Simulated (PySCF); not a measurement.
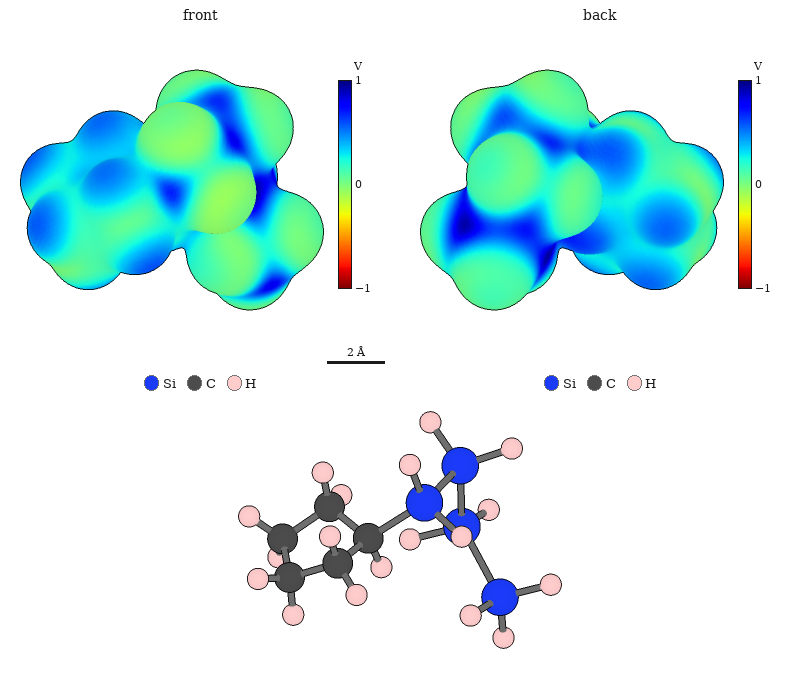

Figure. C$_{5}$H$_{18}$Si$_{4}$ (SMILES [SiH3][SiH2][SiH2][SiH2]C1CCCC1). The molecular electrostatic potential painted on the density surface at 0.002 e/bohr³, seen from the front and from behind; red is negative and blue positive. The bare structure is drawn below in the same view.

Geometry: PBE0-D3(BJ)/def2-SVP.

Computed with PySCF, PBE0/pcSseg-1, SCF density, gas phase, non-relativistic.

Input file:

```
{"job": {"kind": "nmr", "xc": "PBE0", "basis": "pcSseg-1"}, "charge": 0, "multiplicity": 1}
Si     3.408918    -0.812240    -1.273179
Si     2.545462     1.355564    -1.027221
Si     1.845465     1.622409     1.197753
Si     0.428080    -0.190857     1.658343
C     -0.756929    -0.386556     0.199339
C     -1.824009    -1.477757     0.333472
C     -2.805781    -1.169164    -0.805089
C     -2.724437     0.359255    -1.025072
C     -1.599319     0.860427    -0.100138
H      3.905000    -1.057090    -2.662675
H      2.336372    -1.810049    -0.967050
H      4.536286    -1.021316    -0.312922
H      1.365718     1.512208    -1.938853
H      3.576447     2.366586    -1.423652
H      3.047446     1.635305     2.091056
H      1.121489     2.923945     1.361200
H     -0.347007     0.038451     2.920868
H      1.263846    -1.421112     1.839427
H     -0.137831    -0.613986    -0.690366
H     -2.330623    -1.379939     1.309932
H     -1.411048    -2.496868     0.285314
H     -2.492579    -1.701488    -1.716941
H     -3.826407    -1.511667    -0.577471
H     -2.488535     0.586455    -2.075834
H     -3.677701     0.862921    -0.805460
H     -1.011258     1.679233    -0.543515
H     -2.027200     1.250757     0.839825
```

Launched as:

```sh
OMP_NUM_THREADS=1 python probes_run.py task.json out
```

**Describe the electrostatic potential map.**

The most negative region (about −0.1 V) lies over H15, H16, H17 and H18, the most positive (about +0.9 V, or +21 kcal/mol for a unit charge) over Si1 and Si3.
